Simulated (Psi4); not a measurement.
**C2H2FSi (SMILES C#C[SiH]F): UB2PLYP/def2-SVPD (density fitting for correlation)**

Aim: the vertical electron affinity of C2H2FSi at UB2PLYP/def2-SVPD (density fitting for correlation), from 2 runs. 

The results are computed with Psi4 1.11.

1 further run of the same task is left out (set aside as unsound or not needed). Runs told in other sessions of the task aren't counted.

**1. The system as given**

C2H2FSi: 6 atoms, total charge 0, spin state doublet. SMILES: `C#C[SiH]F`. The shape is that of a PBE0-D4/def2-TZVP optimisation.

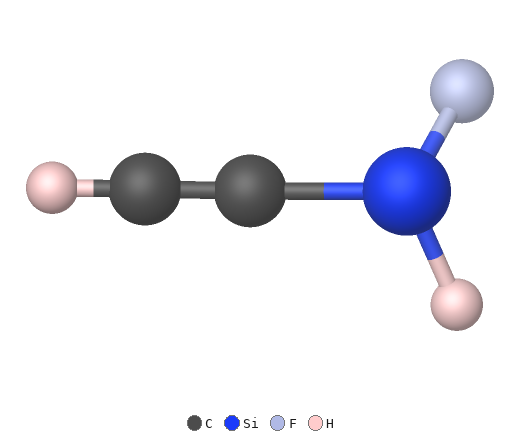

Viewed from a chosen angle; carbon dark grey, silicon blue, fluorine light blue, hydrogen pink.

**2. The energy at UB2PLYP/def2-SVPD (density fitting for correlation)**

The input, c2h2fsi.py:

```python
import psi4

psi4.set_memory('2200 MB')
psi4.set_num_threads(1)
psi4.core.set_output_file('c2h2fsi.out', False)

mol = psi4.geometry("""
0 2
C      0.22317666    -1.28501376    -3.03433324
C      0.22752303    -0.40383447    -0.92615477
Si     0.63929435     0.88193518     2.20871189
F     -0.90328909    -0.77913408     4.20804213
H      0.18953953    -2.05828969    -4.89495758
H     -0.29687597     3.52320539     2.35138622
units au
symmetry c1
no_reorient
no_com
""")

psi4.set_options({
    'basis': 'def2-SVPD',
    'reference': 'uks',
    'puream': True,
    'e_convergence': 1e-09,
    'd_convergence': 1e-08,
    'scf_type': 'pk',
    'dft_radial_points': 99,
    'dft_spherical_points': 590,
    'num_frozen_docc': 8,
    'maxiter': 100,
})

E, wfn = psi4.energy("B2PLYP", return_wfn=True)
print(f'B2PLYP energy: {E:.10f} Eh')
```

The run is started by

```console
python c2h2fsi.py
```

c2h2fsi.out:

```text
[...]
  Running in c1 symmetry.
[...]
  Nuclear repulsion =  130.576000817599237
[...]
  Multiplicity = 2
[...]
  Nalpha       = 19
  Nbeta        = 18
[...]
    Number of basis functions: 103
[...]
   @UKS iter   1:  -465.84435592385046   -6.58858e-01   5.39234e-03 DIIS/ADIIS
[...]
   @UKS iter  18:  -466.02285207588938   -1.53477e-12   6.53725e-09 DIIS
[...]
   @S^2 Observed:                7.590453589E-01
[...]
    Orbital Energies [Eh]
    ---------------------
    Alpha Occupied:
       1A    -67.295303     2A    -25.367201     3A    -10.661159
       4A    -10.633482     5A     -5.698597     6A     -3.959682
       7A     -3.955841     8A     -3.953108     9A     -1.345500
      10A     -0.877614    11A     -0.685618    12A     -0.630148
      13A     -0.567238    14A     -0.554421    15A     -0.544328
      16A     -0.452712    17A     -0.377818    18A     -0.363218
      19A     -0.275313
    Alpha Virtual:
      20A      0.012338    21A      0.042190    22A      0.050881
      23A      0.077010    24A      0.083439    25A      0.102099
[...]
  @UKS Final Energy:  -466.02285207588938
   => Energetics <=
    Nuclear Repulsion Energy =            130.5760008175992368
    One-Electron Energy =                -902.5029501519888981
    Two-Electron Energy =                 326.4024690953583558
    DFT Exchange-Correlation Energy =     -20.4983718368581087
    Empirical Dispersion Energy =           0.0000000000000000
    VV10 Nonlocal Energy =                  0.0000000000000000
    Total Energy =                       -466.0228520758893751
  UHF NO Occupations:
  HONO-2 :   17  A 1.9995189
  HONO-1 :   18  A 1.9963170
[...]
 Multipole Moments:
 ------------------------------------------------------------------------------------
     Multipole            Electronic (a.u.)      Nuclear  (a.u.)        Total (a.u.)
 ------------------------------------------------------------------------------------
 L = 1.  Multiply by 2.5417464519 to convert [e a0] to [Debye]
 Dipole X            :         -3.1512412            3.4173808            0.2661396
 Dipole Y            :          3.5043051           -3.3332879            0.1710172
 Dipole Z            :        -43.1529009           42.4878462           -0.6650547
 Magnitude           :                                                    0.7364611
[...]
```

On the terminal:

```text
B2PLYP energy: -466.2010991219 Eh
```

Wall time 25 s (1 thread of Intel Xeon 6975P-C (Granite Rapids), shared host); peak memory 0.87 GiB.

**3. The singlet anion**

The input, c2h2fsi.xyz:

```xyz
6
C2H2FSi
C      0.118100    -0.680000    -1.605700
C      0.120400    -0.213700    -0.490100
Si     0.338300     0.466700     1.168800
F     -0.478000    -0.412300     2.226800
H      0.100300    -1.089200    -2.590300
H     -0.157100     1.864400     1.244300
```

The input, calc.py:

```python
import psi4

psi4.set_memory(2200000000)
psi4.set_num_threads(1)
psi4.core.set_output_file('c2h2fsi.out', False)

with open('c2h2fsi.xyz') as f:
    atoms = ''.join(f.readlines()[2:])
mol = psi4.geometry('-1 1\n' + atoms + 'symmetry c1')

psi4.set_options({
    'basis': 'def2-SVPD',
    'reference': 'rks',
    'puream': True,
    'e_convergence': 1e-09,
    'd_convergence': 1e-08,
    'scf_type': 'pk',
    'dft_radial_points': 99,
    'dft_spherical_points': 590,
    'num_frozen_docc': 8,
})

e_tot = psi4.energy("b2plyp")
print(f'b2plyp energy: {e_tot:.10f} Eh')
```

The run is started by

```console
python calc.py
```

c2h2fsi.out:

```text
[...]
  Running in c1 symmetry.
[...]
  Nuclear repulsion =  130.576000701221830
[...]
  Multiplicity = 1
[...]
  Nalpha       = 19
  Nbeta        = 19
[...]
    Number of basis functions: 103
[...]
   @RKS iter   1:  -465.80278842518260   -6.17290e-01   6.14030e-03 ADIIS/DIIS
[...]
   @RKS iter  13:  -466.04426241085127   -1.66551e-11   9.12768e-09 DIIS
[...]
    Orbital Energies [Eh]
    ---------------------
    Doubly Occupied:
       1A    -67.019716     2A    -25.148984     3A    -10.445587
       4A    -10.438219     5A     -5.425811     6A     -3.685438
       7A     -3.682626     8A     -3.680376     9A     -1.129234
      10A     -0.675556    11A     -0.468819    12A     -0.426034
      13A     -0.351517    14A     -0.339390    15A     -0.325948
      16A     -0.225533    17A     -0.172405    18A     -0.165395
      19A      0.010266
[...]
  @RKS Final Energy:  -466.04426241085127
   => Energetics <=
    Nuclear Repulsion Energy =            130.5760007012218296
    One-Electron Energy =                -910.8619479167034569
    Two-Electron Energy =                 334.8603667377096826
    DFT Exchange-Correlation Energy =     -20.6186819330792730
    Empirical Dispersion Energy =           0.0000000000000000
    VV10 Nonlocal Energy =                  0.0000000000000000
    Total Energy =                       -466.0442624108512746
[...]
 Multipole Moments:
 ------------------------------------------------------------------------------------
     Multipole            Electronic (a.u.)      Nuclear  (a.u.)        Total (a.u.)
 ------------------------------------------------------------------------------------
 L = 1.  Multiply by 2.5417464519 to convert [e a0] to [Debye]
 Dipole X            :         -1.2293515            0.3634083           -0.8659432
 Dipole Y            :         -1.6963501            1.1874886           -0.5088615
 Dipole Z            :          3.3080392           -3.9704923           -0.6624531
 Magnitude           :                                                    1.2031799
[...]
```

Standard output:

```text
b2plyp energy: -466.2327351805 Eh
```

Wall time 14 s (1 thread of Intel Xeon 6975P-C (Granite Rapids), shared host); peak memory 0.87 GiB.

**4. What came out**

At UB2PLYP/def2-SVPD (density fitting for correlation), 8 core orbitals frozen:

| quantity | value |
| --- | --- |
| doublet C2H2FSi: total energy | -466.20110 Eh |
| doublet C2H2FSi: HOMO energy (SCF part's orbitals) (highest over α and β) | -7.49 eV |
| doublet C2H2FSi: LUMO energy (SCF part's orbitals) (lowest over α and β) | -1.50 eV |
| doublet C2H2FSi: ⟨S²⟩ | 0.759 |
| singlet anion: total energy | -466.23274 Eh |
| singlet anion: HOMO energy (SCF part's orbitals) | 0.28 eV |
| singlet anion: LUMO energy (SCF part's orbitals) | 5.12 eV |
| singlet anion: HOMO–LUMO gap (to an unbound level, set by the basis) | 4.84 eV |
| vertical electron affinity (to the singlet anion) | 0.861 eV |

At fixed nuclei the extra electron is bound by 0.86 eV (83.1 kJ/mol). With no_com the log's rotational constants are taken about the origin, not the centre of mass, so they aren't the molecule's. The HOMO (singlet anion) lies at positive energy, 0.28 eV, from the functional's self-interaction, a short basis or an electron that isn't bound; only total energies against the neutral tell.
